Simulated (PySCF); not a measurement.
C5H15Si2Te, SMILES C[Si](C)[Te][Si](C)(C)C, doublet, GFN2-xTB optimised geometry. Atoms within 1.6 Å of the plane z = 1.0 Å (x, y, z in Å): Si2 (-0.93, 1.71, 0.00), C3 (-2.73, 2.09, 0.52), Te4 (-0.68, -0.81, 0.00), Si5 (1.82, -0.81, 0.00), C7 (2.51, 0.09, 1.53), C8 (2.35, -2.63, 0.04), H12 (-2.92, 3.16, 0.57), H13 (-3.43, 1.66, -0.20), H14 (-2.96, 1.67, 1.49), H18 (2.17, -0.38, 2.45), H19 (3.60, 0.09, 1.55), H20 (2.18, 1.13, 1.55), H21 (3.43, -2.73, 0.06), H22 (1.95, -3.13, 0.92).

Computed with unrestricted B3LYP/def2-SVP, def2 effective core potentials past Kr run with PySCF. The core electrons that the potentials of Te replace are not part of the density.

Map of the deformation density (molecule minus spherical neutral atoms) (e/bohr³) on the plane z = 1.0 Å:

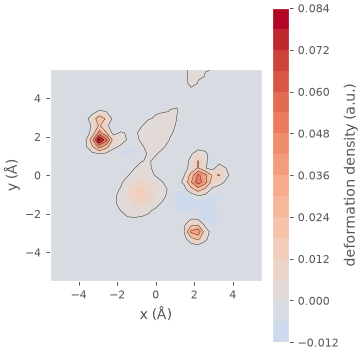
Deformation density (molecule minus spherical neutral atoms) (e/bohr³) on the plane z = 1.0 Å.
